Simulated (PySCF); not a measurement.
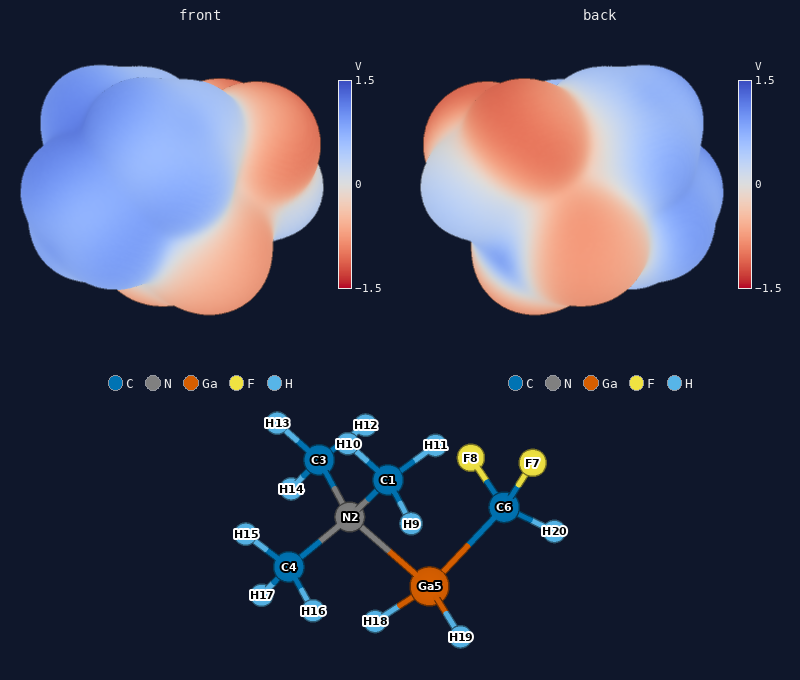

Figure. C4H12F2GaN (SMILES C[N+](C)(C)[GaH2-][CH](F)F). The electrostatic potential painted on the density surface at 0.001 e/bohr³, seen from the front and from behind; red is negative and blue positive. The bare structure is drawn below in the same view.

Geometry: PBE0-D3(BJ)/def2-SVP.

Level of theory: PySCF 2.14.0, PBE0/def2-SVPD, SCF density, gas phase.

```xyz
20

C    -0.7295    1.4425    0.1204
N    -0.6266   -0.0192    0.2035
C    -0.9417   -0.6331   -1.0919
C    -1.5193   -0.5356    1.2437
Ga    1.3627   -0.5519    0.7510
C     2.4169    0.1262   -0.8461
F     2.1809    1.4624   -1.0890
F     2.0811   -0.5339   -2.0055
H    -0.4788    1.8808    1.0956
H    -1.7543    1.7444   -0.1610
H    -0.0141    1.8176   -0.6216
H    -0.2286   -0.2877   -1.8504
H    -1.9709   -0.3786   -1.4026
H    -0.8499   -1.7244   -1.0085
H    -2.5713   -0.2845    1.0176
H    -1.2455   -0.0980    2.2136
H    -1.4144   -1.6268    1.3103
H     1.2016   -2.1219    0.8303
H     1.5360    0.3094    2.0649
H     3.5139    0.0265   -0.7419
```

> Where is the surface potential most negative and most positive?

The most negative region (about −1.0 V) lies over F7 and F8, the most positive (about +1.1 V) over H10, H13 and H15.
